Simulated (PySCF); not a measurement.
H10NSSi4 (SMILES [SiH3]N[Si]([SiH3])S[SiH3]) (doublet)

Input

```
{"job": {"kind": "epr"}, "charge": 0, "multiplicity": 2}
Si    -0.111373     0.344847    -0.258590
Si    -0.586666    -1.924611     0.152939
N      1.596864     0.632410    -0.430903
Si     2.874333    -0.471594    -0.883640
S     -0.755785     1.513151     1.454581
Si    -2.753811     1.910141     0.759066
H     -2.027602    -1.967126     0.549036
H      0.247290    -2.492936     1.258946
H     -0.399780    -2.755658    -1.076132
H      1.862431     1.612220    -0.337954
H      4.025883    -0.365386     0.063114
H      3.389340    -0.218953    -2.264888
H      2.294945    -1.845656    -0.825432
H     -3.491026     2.485791     1.920378
H     -3.420961     0.649443     0.314686
H     -2.754934     2.883350    -0.372534
```

Run with:

```sh
OMP_NUM_THREADS=1 python cluster_run.py task.json out
```

Geometry: PBE0-D3(BJ)/def2-SVP.

These are results of UKS B3LYP, IGLO-III on N S Si, pcH-1 on H, non-relativistic, mean-field spin-orbit, GIAO (PySCF 2.14.0, density-fitted response routines), not measurements.

### What can the converged electron density, electron localisation function and spin density tell about the bonding?

Si–N (1.74 Å): ρ is about 1 e/Å³ halfway; the ELF peaks at about 0.90 between the atoms: a polar covalent bond.
N–H (1.02 Å): ρ at the midpoint is about 2.8 e/Å³; the ELF climbs to about 1 towards the hydrogen, as it does in any bond to H: a covalent bond by its length.
Si–H (1.49 Å): the density is about 0.81 e/Å³ at the midpoint; the ELF climbs to about 1 towards the hydrogen.
The unpaired spin (1 electron) lies mostly on Si1 (about 0.6), S5 (about 0.1), Si2 (about 0.1) and N3 (about 0.1), in electrons by Hirshfeld's partition.

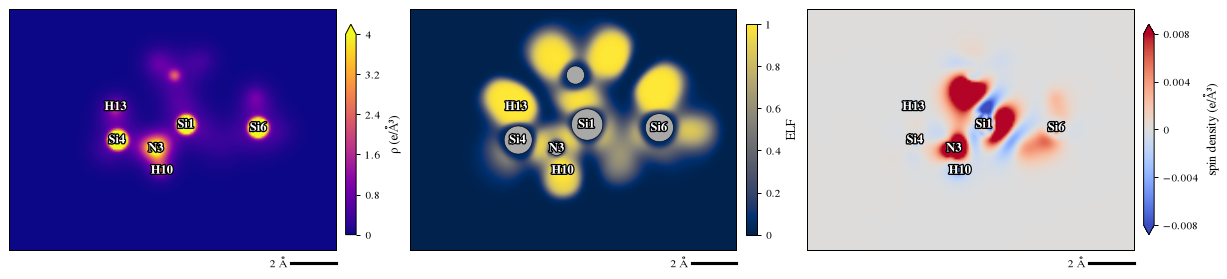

Computed electron density, electron localisation function and spin density on the plane of atoms Si4, N3 and H10, in this order. Grey discs cover the atomic cores in the ELF map. 
